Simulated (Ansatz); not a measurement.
# AlF3···F (doublet): what the fields show

Input

```
crystal:
  periodic: [false, false, false]
  atoms:
    - { symbol: Al, position_ang: [0.0, 0.0, 0.0] }
    - { symbol: F, position_ang: [0.0, 0.0, 1.94] }
    - { symbol: F, position_ang: [1.4635, 0.0, -0.845] }
    - { symbol: F, position_ang: [-1.4635, 0.0, -0.845] }
    - { symbol: F, position_ang: [0.0, 0.0, 3.38] }
magnetization:
  spin_polarized: true
  initial_magnetization: 1
basis:
  gaussian: { orbitals: def2-SVP }
hamiltonian:
  xc: hf
relax:
  f_tol: 0.15
  max_steps: 25
  restrain:
    - { distance: [1, 4], at: 2.34, k: 30.0 }
    - { distance: [0, 1], at: 1.69, k: 30.0 }
output:
  orbitals: {}
```

Run with:

```sh
ansatz run input.yaml --threads 1 --pin off --max-ram 2048MiB --backend cpu --events-out ev --progress --plain --runs-dir out
```

The fields are those of the run's last geometry, not of the input's.

Not at a stationary point (largest force 1.2 eV/Å).

All numbers below come from UHF/def2-SVP in Ansatz.

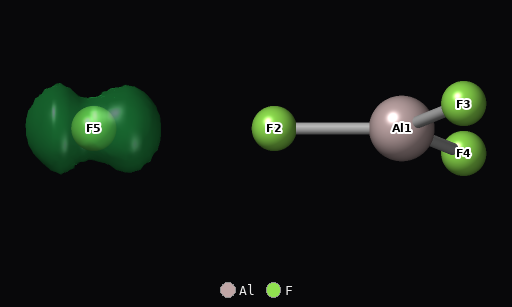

Figure 1. Isosurface of the spin density (α minus β) at +0.15 e/Å³ (green), seen from one side.

Which atoms carry the spin?

The unpaired spin (1 electron) lies mostly on F5 (about 1.0), in electrons by Hirshfeld's partition.

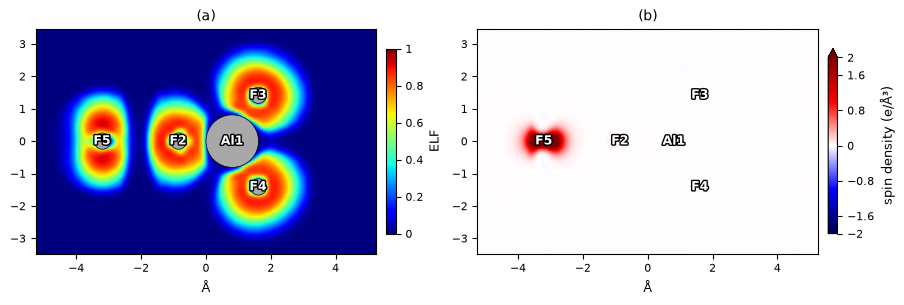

Figure 2. (a) ELF; (b) spin density (α minus β) on the molecular plane. Grey discs cover the atomic cores in the ELF map.

What do the fields say about this system?

- The plane passes through Al and F nuclei.
- F2···F5 (2.35 Å): the ELF dips to about 0 between them.
- Al–F (1.63 Å): the ELF peaks at about 0.85 in the valence shell of F, 0.5 Å from its nucleus, and is about 0.30 at the midpoint.
- The ELF also peaks beside F4, F2 and F3, away from the bonds: non-bonding electrons, paired or unpaired.

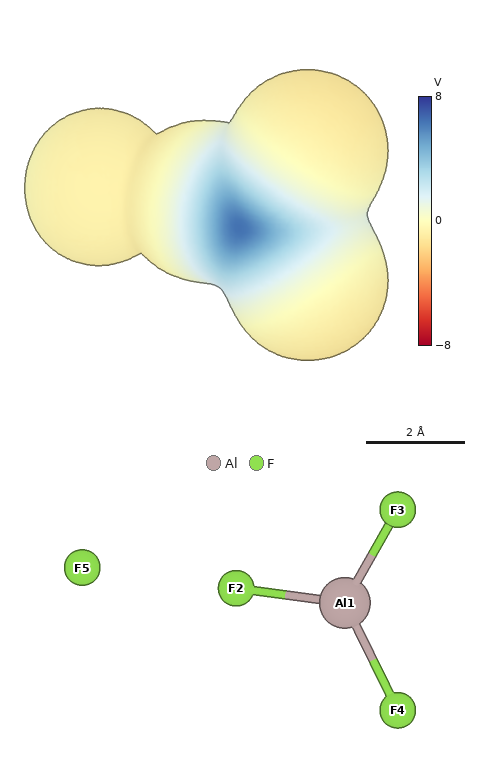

Figure 3. The molecular electrostatic potential painted on the density surface at 0.001 e/bohr³, seen at a tilt; red is negative and blue positive. The bare structure is drawn below in the same view.

Which sites attract a positive test charge, and which a negative one?

A positive charge is drawn to the negative regions and a negative charge to the positive ones. The most negative region (about −1.1 V) lies over F3 and F4, the most positive (about +6.2 V) over Al1.

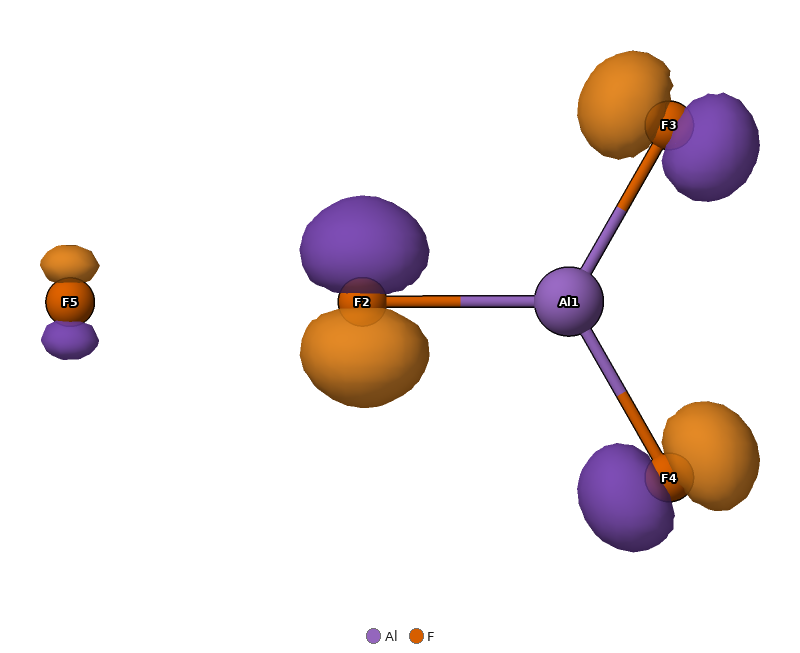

Figure 4. The HOMO (β) at ±0.3 Å⁻³ᐟ² (orange and purple are the two phases), seen across its widest extent.

What is the character of this orbital?

By Hirshfeld shares it lies mainly on F2 (about 40 %), F3 (about 25 %) and F4 (about 25 %); it is symmetric in the molecular plane (an in-plane orbital: σ, lone-pair or in-plane π type); largely a combination of lone pairs on F2, F3 and F4. Its energy is −17.19 eV.
